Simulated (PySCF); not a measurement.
# Cl2H2O2Zr, SMILES `O[Zr](O)(Cl)Cl`: electronic structure

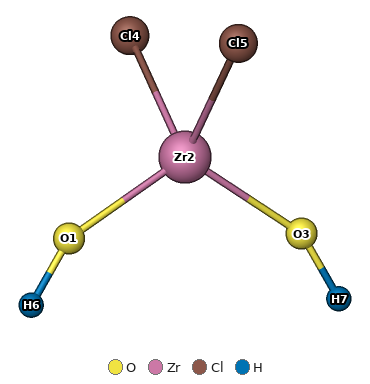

The molecule, with its atoms numbered as below. No frequency check shows the geometry to be a minimum.

Cartesian coordinates (Å):

```
O1      -0.0249   -1.3075    1.5609
Zr2     -0.0034   -0.3291   -0.0000
O3      -0.0318   -1.3070   -1.5611
Cl4     -1.7223    1.1565    0.0019
Cl5      1.7647    1.0980   -0.0017
H6      -0.0620   -2.1250    2.0651
H7      -0.0712   -2.1244   -2.0653
```

### 1. Bonding charge

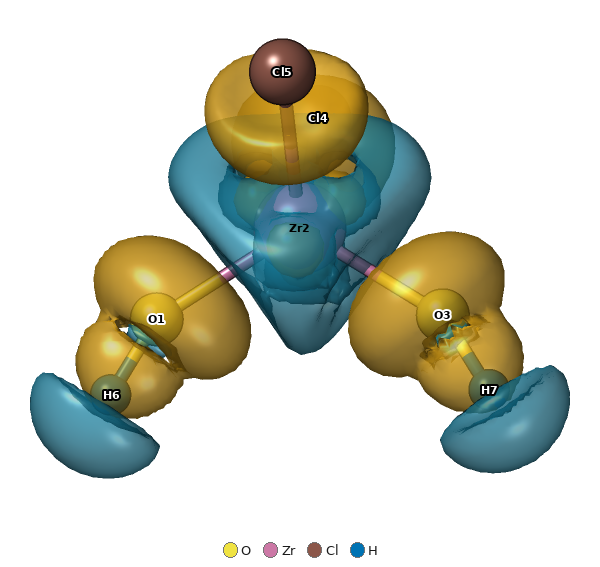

Deformation density (molecule less spherical, spin-averaged free atoms at the same positions), surfaces at ±0.05 e/Å³; yellow: gain, teal: loss.

Level of theory: ωB97X/def2-TZVP (PySCF), at a geometry from GFN2-xTB. Core potentials replace the inner electrons of Zr; spin–orbit coupling isn't included. This is a single-reference result, which may miss multireference character in this system.

Q: How much density has each bond gained at its critical point, relative to the free atoms?

A: Zr2–Cl4 and Zr2–Cl5: +0.10 e/Å³ at the bond critical point (bond length 2.27 Å, Mayer order 1.0). O1–Zr2 and Zr2–O3: +0.04 e/Å³ at the bond critical point (bond length 1.84 Å, Mayer order 1.0); up to 0.6 Å beside the axis the gain reaches +0.29 e/Å³. In all, 1.9 electrons gather in the regions of gain relative to the promolecule. A small or negative value marks a very polar bond, one between electron-rich atoms, whose free-atom densities already overlap strongly, a long bond to a heavier atom, or a closed-shell contact such as a hydrogen bond.

### 2. Bond critical points

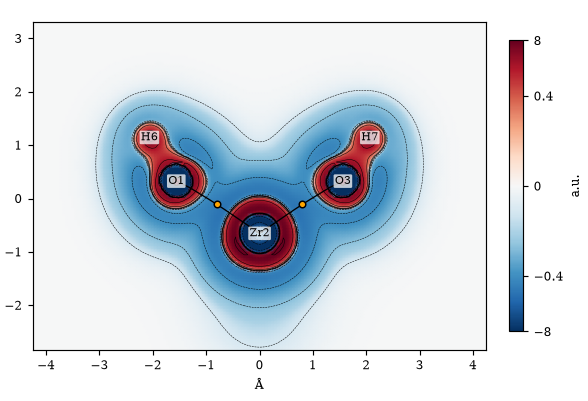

Negative Laplacian of the density (−∇²ρ) in the plane of O1, Zr2, O3, H6 and H7 (red positive, blue negative, colour scale in a.u., logarithmic beyond ±0.04), with bond paths and bond critical points (dots).

Q: At which bond critical points in this plane is charge locally concentrated, and at which depleted?

A: At none is it concentrated. Depleted (∇²ρ > 0): O1–Zr2 and Zr2–O3 (+0.77 a.u., H = −0.054). A positive Laplacian with negative H is typical of metal–ligand bonds.

### 3. Local ionisation energy

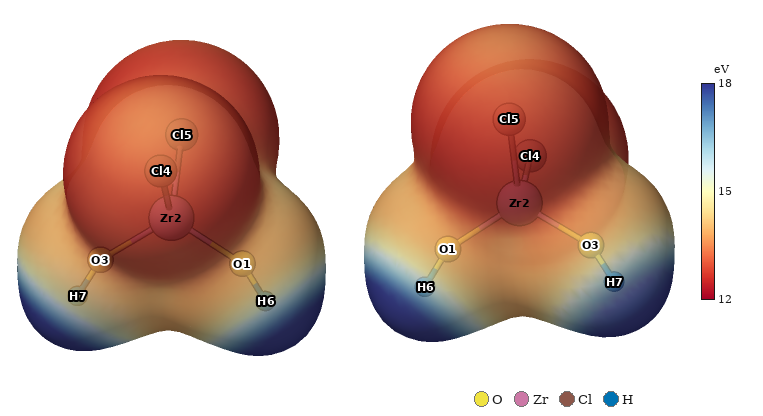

Average local ionisation energy on the surface of electron density 0.001 a.u. (back view left, front view right).

Q: Locate the minima of the map.

A: The lowest value is 12.6 eV, 2.1 Å from Cl5, and at like points elsewhere. For comparison, the highest occupied orbital lies at −11.1 eV.

Q: What volume does the surface enclose, and what is the dipole moment?

A: About 135 Å³; the dipole moment is 5.3 D.

### 4. In an electric field

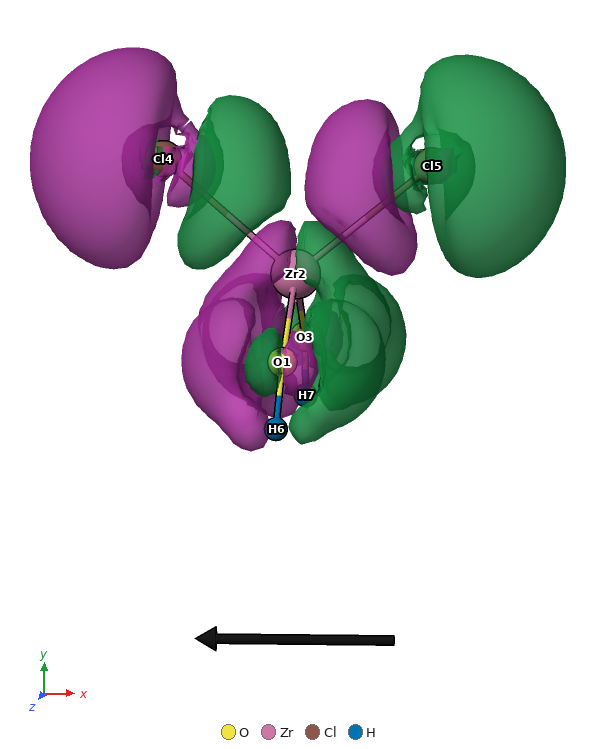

Change of the electron density in a uniform field of 0.21 V/Å along −x (arrow), surfaces at ±0.001 e/Å³ (green: gain, purple: loss).

Level of theory: ωB97X/def2-TZVP (PySCF), at a geometry from GFN2-xTB. Core potentials replace the inner electrons of Zr; spin–orbit coupling isn't included. This is a single-reference result, which may miss multireference character in this system. A basis without diffuse functions makes polarisabilities too small.

The field was applied in both directions; the picture shows the one opposite to the script's first.

Q: What dipole is induced, and what polarisability does it imply?

A: The induced dipole is 0.69 D (along the field); α along this axis, from the fields in both directions, is 67 bohr³ (10.0 Å³).

### 5. Removing or adding an electron

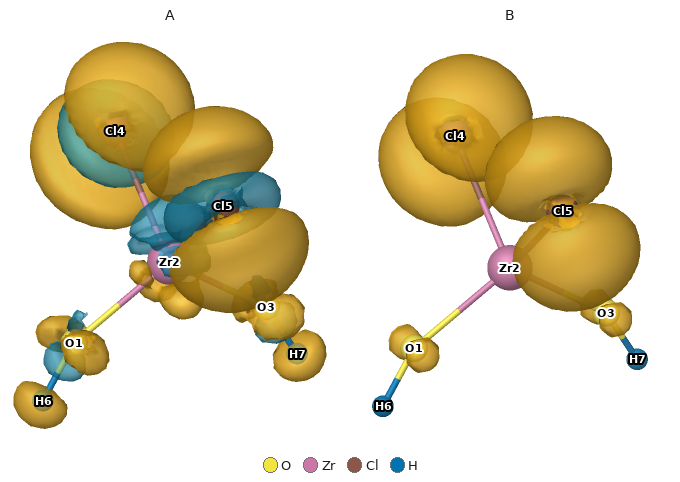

The Fukui function f⁻ from two separate SCF calculations and the density of the HOMO, at ±0.02 e/Å³ (yellow positive, teal negative).

Q: Which panel is which, and how good is the frozen-orbital picture?

A: A is f⁻ (it has negative regions), B the HOMO density. The HOMO lies on Cl4 and Cl5 (45 % each) and Zr2 (6 %); f⁻ (Hirshfeld-condensed) is largest on Cl4 and Cl5 (0.37 each); the vertical ionisation energy is 11.21 eV (the stability of the cation's solution wasn't checked). Relaxation shifts 16 % of the electron between atoms. The orbital energy is −11.14 eV.
